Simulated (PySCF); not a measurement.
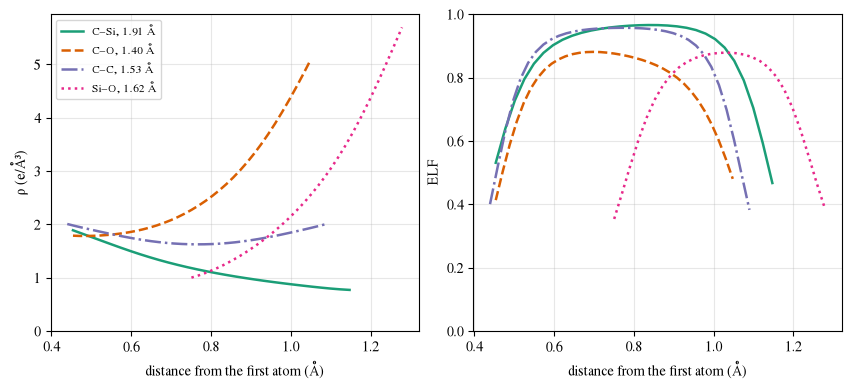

The picture shows: C7H16OSi. Electron density and ELF along straight lines between neighbouring atoms. The curves leave out the atomic cores.

Geometry: GFN2-xTB.

The calculation used PySCF 2.14.0, PBE0/pcSseg-1, SCF density, gas phase, non-relativistic.

Input

```
{"job": {"kind": "nmr", "xc": "PBE0", "basis": "pcSseg-1", "pop": false}, "charge": 0, "multiplicity": 1}
C      1.755823    -0.230522    -1.057337
C      1.257551    -0.558257     0.351166
C      0.305029    -1.782586     0.315080
C     -1.244193    -1.709383     0.350611
C     -2.002029    -0.412178     0.052615
O     -1.522830     0.282779    -1.060905
Si    -0.934583     1.794375    -0.992034
C      0.425228     1.944378     0.343620
C      0.769800     0.676726     1.141473
H      0.933984     0.005882    -1.724423
H      2.448348     0.606931    -1.036163
H      2.287168    -1.090008    -1.463496
H      2.139522    -0.925798     0.892640
H      0.577721    -2.423059     1.157990
H      0.577549    -2.335759    -0.585607
H     -1.587429    -2.017823     1.341545
H     -1.601024    -2.462424    -0.354779
H     -2.004029     0.234892     0.934461
H     -3.048514    -0.678289    -0.149977
H     -1.998634     2.753428    -0.654733
H     -0.479022     1.949023    -2.366237
H      0.125011     2.699420     1.074911
H      1.338668     2.333243    -0.106999
H      1.564428     0.957016     1.841069
H     -0.083543     0.387990     1.755506
```

Run with:

```sh
OMP_NUM_THREADS=1 python ens_run.py task.json out
```

Q: What can be read from the curves?

A: C–Si (1.91 Å): ρ is about 0.92 e/Å³ halfway; the ELF peaks at about 0.95 between the atoms, as expected for a covalent bond.
C–O (1.40 Å): ρ is about 2.1 e/Å³ halfway, with its minimum of 1.8 e/Å³ about 0.5 Å from C; the ELF peaks at about 0.90 between the atoms: a polar covalent bond.
C–C (1.53 Å): ρ is about 1.6 e/Å³ halfway; the ELF peaks at about 0.95 between the atoms, as expected for a shared electron pair.
Si–O (1.62 Å): the density is about 1.2 e/Å³ at the midpoint; the ELF peaks at about 0.90 between the atoms; a short, strongly polar bond.
